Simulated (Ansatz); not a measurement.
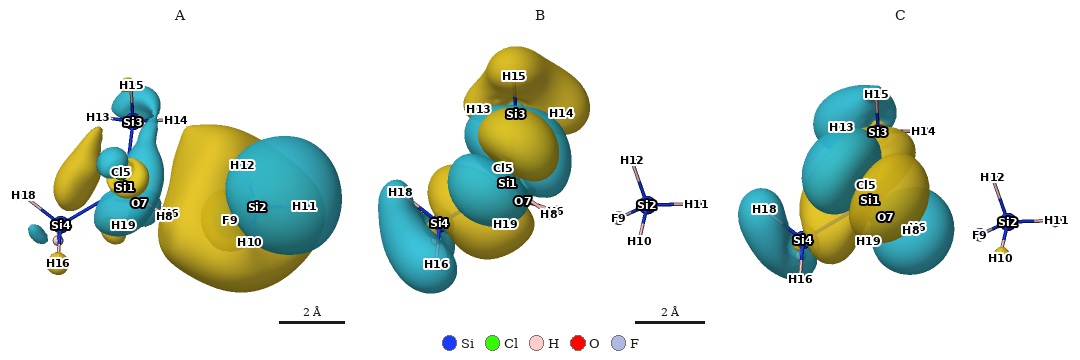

The picture shows: ClH₇Si₃···FH₃Si···H₂O. Three frontier orbitals at ±0.05 Å⁻³ᐟ² (yellow and cyan are the two phases), in no order.

The product side of a reaction path; geometry: PBE0-D4/def2-TZVP.

The calculation used Ansatz 0.2.0, RKS PBE0-D4/def2-TZVPP.

```xyz
19

Si   -0.6972   -0.3684    0.9845
Si    3.1157    1.1900    0.0604
Si   -1.5399    1.5808   -0.0015
Si   -1.8514   -2.3331    0.4595
Cl   -0.9484   -0.1908    3.0581
H     0.7741   -0.1588   -1.8384
O    -0.1638   -0.3683   -1.7619
H     0.7709   -0.5306    0.8196
F     2.5230    0.5463   -1.2981
H     3.4707    0.0777    0.9683
H     4.3142    1.9692   -0.3255
H     2.0759    2.0628    0.6458
H    -2.6061    1.2401   -0.9776
H    -0.4599    2.3368   -0.6886
H    -2.1236    2.4511    1.0558
H    -1.3182   -3.4651    1.2639
H    -1.7425   -2.6928   -0.9824
H    -3.2909   -2.1504    0.7850
H    -0.3024   -1.1966   -2.2267
```

Which picture is the HOMO−1, the HOMO and the LUMO?

Answer. C is the HOMO−1 (−8.19 eV). Its weight (Hirshfeld) is mainly on Cl5 (about 45 %), Si1 (about 20 %), H8 (about 15 %), Si4 (about 10 %) and Si3 (about 10 %). B is the HOMO (−7.53 eV). Its weight (Hirshfeld) is mainly on Si1 (about 25 %), Cl5 (about 25 %), Si3 (about 20 %) and Si4 (about 20 %). A is the LUMO (−0.60 eV). Its weight (Hirshfeld) is mainly on Si2 (about 50 %) and F9 (about 10 %).

What is the HOMO–LUMO gap?

Answer. 6.93 eV between the orbital energies.
